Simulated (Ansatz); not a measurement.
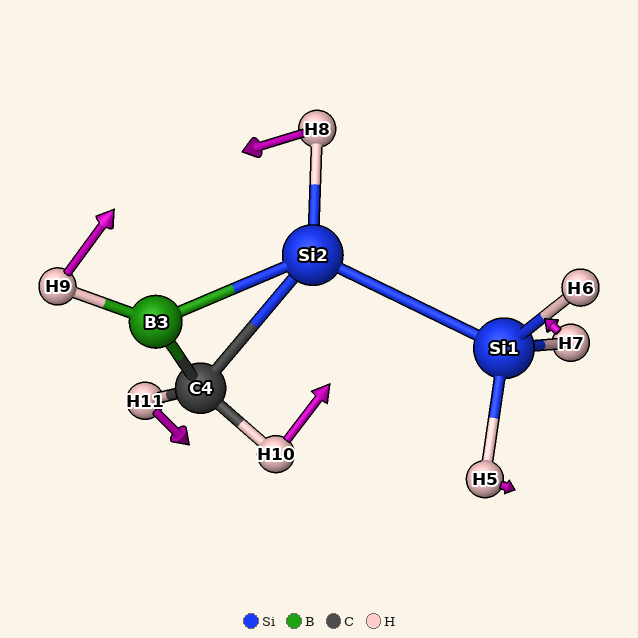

The arrows show one normal mode. Harmonic vibrations computed with RKS PBE0-D4/def2-TZVP (Ansatz 0.2.0) at a stationary point of the same level.

What kind of motion is it?

Answer. Mostly angle bending.

At what wavenumber does it lie?

Answer. 699 cm⁻¹; it is mode 11 of 27 counted from the lowest.
